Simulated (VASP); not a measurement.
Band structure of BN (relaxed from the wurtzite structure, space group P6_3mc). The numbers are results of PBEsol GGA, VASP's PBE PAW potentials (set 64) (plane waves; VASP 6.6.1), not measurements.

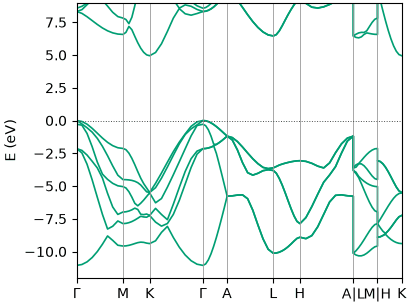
Bands along high-symmetry lines, zero at the valence-band maximum or, without a gap, the Fermi level

**Question.** Read the plot: is there a gap, and where are the band edges?

**Answer.** The gap is indirect, 4.95 eV, from the valence maximum at Γ to the conduction minimum at K. (Edges off the drawn lines would not show.)

The structure was generated: BN was put into the wurtzite type (P6_3mc), which need not be its known phase. It was relaxed first.
